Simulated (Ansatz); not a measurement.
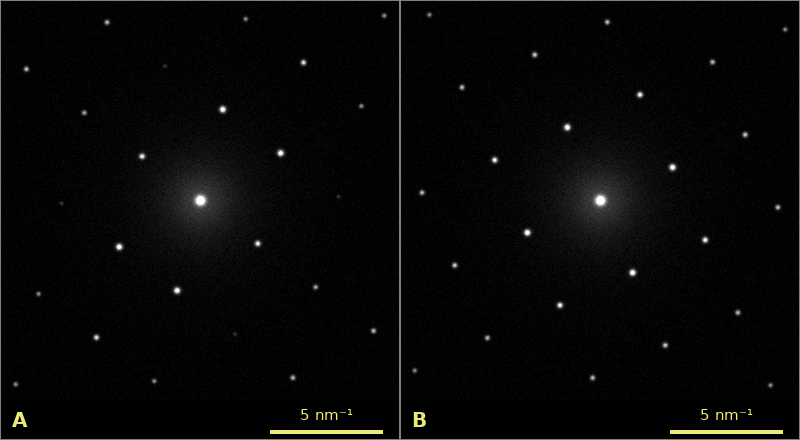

Kinematic electron diffraction patterns (120 kV, B = 0.5 Å², same scale, each along a low-index zone) of two structures of composition TaSb, each relaxed at zero pressure with DFT PBEsol, scalar-relativistic, plane waves, PAW (Ansatz 0.2.0).

The structures (standard cells):
1. P-6m2 (No. 187), a = 3.542 Å, c = 3.774 Å (hexagonal axes), 2 atoms; generated start, possibly hypothetical
2. Fm-3m (No. 225), a = 5.582 Å, 8 atoms; generated start, possibly hypothetical

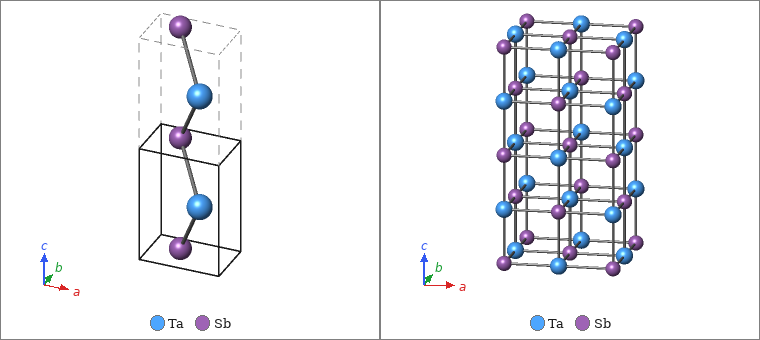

Drawings of the structures 1 to 2, from left to right (each may span several cells).

Question: Which pattern belongs to which structure, and along which zone?

Answer: A is structure 1 along [101] or an equivalent direction: centred rectangular net of 0 1 0 at d = 3.07 Å and 1 0 -1 at d = 2.38 Å, 67.2° apart. B is structure 2 along [001] or an equivalent direction: square net of 2 0 0 at d = 2.79 Å and 0 2 0 at d = 2.79 Å, 90.0° apart.

Question: Which structure lies lowest at this level of theory, and by how much?

Answer: Structure 1 (P-6m2, 20.50 Å³ an atom) is the lowest of these; structure 2 (Fm-3m, 21.74 Å³ an atom) lies about 580 meV an atom higher. These are static energies at 0 K; other structures, not shown, may lie lower still.
